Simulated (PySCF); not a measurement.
**C3H11AlO (SMILES C[Al-](C)(C)[OH2+]) at 6 levels**

We compute a comparison of 6 runs (B2PLYP/6-31G*, B3LYP/6-31G*, BLYP/6-31G*, CAM-B3LYP/6-31G*, PBE0/6-31G*, TPSS/6-31G*) of C3H11AlO. 

The calculation is run with PySCF 2.14.0.

## 1. The structure to begin with

C3H11AlO: 16 atoms, total charge 0, spin state singlet. As SMILES, `C[Al-](C)(C)[OH2+]`. The coordinates come from a PBE0-D4/def2-TZVP relaxation. This is one conformer, not always the lowest.

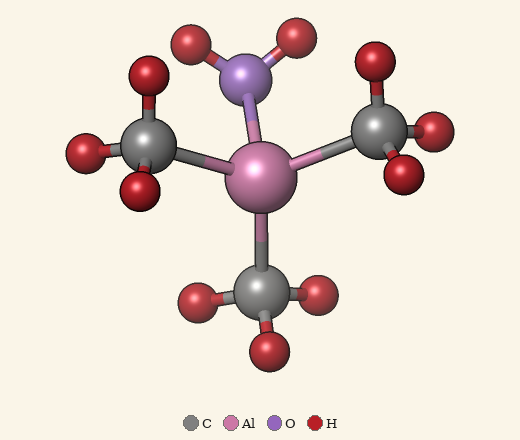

The structure, seen from a chosen angle (carbon grey, aluminium pink, oxygen purple, hydrogen red).

## 2. The energy at B2PLYP/6-31G(d) (spherical functions) (run 1)

The input, start.xyz:

```xyz
16

C     -0.637980     0.723110    -1.712710
Al     0.085580    -0.140530    -0.085580
C      1.698930     0.654370     0.740480
C     -0.210750    -2.071140     0.142530
O     -1.268240     0.678630     1.227590
H     -0.585750     1.818080    -1.686750
H     -0.069050     0.414640    -2.597260
H     -1.679210     0.445600    -1.917720
H      1.843550     0.343900     1.782560
H      1.707300     1.750610     0.717030
H      2.601530     0.334090     0.207600
H     -0.016600    -2.405220     1.167190
H      0.454110    -2.651670    -0.507280
H     -1.233710    -2.369370    -0.110180
H     -0.808840     1.221910     1.877580
H     -1.880870     1.252980     0.754900
```

The input, run.py:

```python
from pyscf import gto, dft, mp

mol = gto.M(
    atom='start.xyz',
    max_memory=1860,
    charge=0,
    spin=0,
    basis='6-31g*',
    verbose=4,
)

myscf = dft.RKS(mol, xc='0.53*HF + 0.47*B88, 0.73*LYP')
myscf.conv_tol = 1e-10
myscf.grids.level = 5
myscf.kernel()
if not myscf.converged:
    myscf = myscf.newton().run(myscf.mo_coeff, myscf.mo_occ)

pt = mp.MP2(myscf, frozen=9).run()
energy = myscf.e_tot + 0.27 * pt.e_corr
print('PT2 part  %.8f' % (0.27 * pt.e_corr))
print(f'total energy: {energy:.8f} hartree')
```

Run with:

```sh
$ OMP_NUM_THREADS=1 python run.py
```

Standard output:

```text
PySCF version 2.14.0

[... 84 lines left out ...]
converged SCF energy = -438.017459361939
[... 1 line left out ...]
******** <class 'pyscf.mp.mp2.RMP2'> ********
nocc = 16, nmo = 87
frozen orbitals 9
E(RMP2) = -438.792824008176  E_corr = -0.775364646236563
E(SCS-RMP2) = -438.791835849542  E_corr = -0.774376487602234
E_corr(same-spin) = -0.180070486017279
E_corr(oppo-spin) = -0.595294160219284
PT2 part  -0.20934845
total energy: -438.22680782 hartree
```

Wall time 65 s (1 thread of Intel Xeon at 2.50GHz (Skylake/Cascade Lake), shared host); peak memory 0.51 GiB.

## 3. The energy at B3LYP/6-31G(d) (spherical functions) (run 2)

The input, run.py:

```python
# C[Al-](C)(C)[OH2+]
from pyscf import gto, dft

mol = gto.M(
    atom=[
    ('C', (-0.637980, 0.723110, -1.712710)),
    ('Al', (0.085580, -0.140530, -0.085580)),
    ('C', (1.698930, 0.654370, 0.740480)),
    ('C', (-0.210750, -2.071140, 0.142530)),
    ('O', (-1.268240, 0.678630, 1.227590)),
    ('H', (-0.585750, 1.818080, -1.686750)),
    ('H', (-0.069050, 0.414640, -2.597260)),
    ('H', (-1.679210, 0.445600, -1.917720)),
    ('H', (1.843550, 0.343900, 1.782560)),
    ('H', (1.707300, 1.750610, 0.717030)),
    ('H', (2.601530, 0.334090, 0.207600)),
    ('H', (-0.016600, -2.405220, 1.167190)),
    ('H', (0.454110, -2.651670, -0.507280)),
    ('H', (-1.233710, -2.369370, -0.110180)),
    ('H', (-0.808840, 1.221910, 1.877580)),
    ('H', (-1.880870, 1.252980, 0.754900)),
],
    basis='6-31g*',
    max_memory=1860,
    verbose=3,
    charge=0,
)

calc0 = dft.RKS(mol)
calc0.xc = 'b3lyp'
calc0.conv_tol = 1e-10
calc0.grids.level = 5
calc0.kernel()
if not calc0.converged:
    calc0 = calc0.newton().run(calc0.mo_coeff, calc0.mo_occ)

e_final = calc0.e_tot
print(f'total energy: {e_final:.8f} hartree')
```

Run with:

```sh
$ OMP_NUM_THREADS=1 python run.py
```

Standard output:

```text
converged SCF energy = -438.622463812471
total energy: -438.62246381 hartree
```

Run time: 70 s. Hardware: 1 thread of Intel Xeon at 2.50GHz (Skylake/Cascade Lake), shared host; peak memory 0.51 GiB.

Runs 3 to 5 aren't shown in full; the table further down has their settings and results.

## 4. A single-point energy at TPSS/6-31G(d) (spherical functions) (run 6)

The input, calc.py:

```python
from pyscf import gto, dft

mol = gto.M(
    atom=[
    ('C', (-0.637980, 0.723110, -1.712710)),
    ('Al', (0.085580, -0.140530, -0.085580)),
    ('C', (1.698930, 0.654370, 0.740480)),
    ('C', (-0.210750, -2.071140, 0.142530)),
    ('O', (-1.268240, 0.678630, 1.227590)),
    ('H', (-0.585750, 1.818080, -1.686750)),
    ('H', (-0.069050, 0.414640, -2.597260)),
    ('H', (-1.679210, 0.445600, -1.917720)),
    ('H', (1.843550, 0.343900, 1.782560)),
    ('H', (1.707300, 1.750610, 0.717030)),
    ('H', (2.601530, 0.334090, 0.207600)),
    ('H', (-0.016600, -2.405220, 1.167190)),
    ('H', (0.454110, -2.651670, -0.507280)),
    ('H', (-1.233710, -2.369370, -0.110180)),
    ('H', (-0.808840, 1.221910, 1.877580)),
    ('H', (-1.880870, 1.252980, 0.754900)),
],
    verbose=3,
    max_memory=1860,
    basis='6-31g*',
)

calc0 = dft.RKS(mol)
calc0.xc = 'tpss'
calc0.grids.level = 5
calc0.conv_tol = 1e-10
calc0.kernel()
if not calc0.converged:
    calc0 = calc0.newton().run(calc0.mo_coeff, calc0.mo_occ)

etot = calc0.e_tot
print(f'total energy: {etot:.8f} hartree')
```

Run with:

```sh
$ OMP_NUM_THREADS=1 python calc.py
```

Standard output:

```text
converged SCF energy = -438.644099700559
total energy: -438.64409970 hartree
```

It took 2.2 min on 1 thread of Intel Xeon at 2.50GHz (Skylake/Cascade Lake), shared host; peak memory 0.56 GiB.

## 5. All runs side by side

| run | level | frozen core orbitals | energy (Eh) | dipole moment (D) | HOMO energy (eV) | LUMO energy (eV) | wall time |
| --- | --- | --- | --- | --- | --- | --- | --- |
| 1 | B2PLYP/6-31G* (spherical functions) | 9 | -438.226808 | 4.19 | -7.78 | 1.53 | 65 s |
| 2 | B3LYP/6-31G* (spherical functions) | – | -438.622464 | 4.12 | -6.33 | 0.05 | 70 s |
| 3 | BLYP/6-31G* (spherical functions) | – | -438.479472 | 4.08 | -5.08 | -0.56 | 87 s |
| 4 | CAM-B3LYP/6-31G* (spherical functions) | – | -438.493285 | 4.15 | -7.96 | 1.33 | 1.8 min |
| 5 | PBE0/6-31G* (spherical functions) | – | -438.245338 | 4.11 | -6.60 | 0.45 | 67 s |
| 6 | TPSS/6-31G* (spherical functions) | – | -438.644100 | 4.13 | -5.41 | -0.31 | 2.2 min |

## 6. Results

```
            quantity          value
 run 6: total energy  -438.64410 Eh
run 6: dipole moment         4.13 D
  run 6: HOMO energy       -5.41 eV
  run 6: LUMO energy       -0.31 eV
run 6: HOMO–LUMO gap        5.10 eV
```

What this shows: The dipole moment (its size) runs from 4.08 D (BLYP/6-31G*) to 4.19 D (B2PLYP/6-31G*). A double hybrid's value is that of its SCF part. The HOMO–LUMO gap runs from 4.52 eV (BLYP/6-31G*) to 9.31 eV (B2PLYP/6-31G*). Totals of different functionals can't be ranked against each other. All runs together took 8.8 min, the longest 2.2 min.
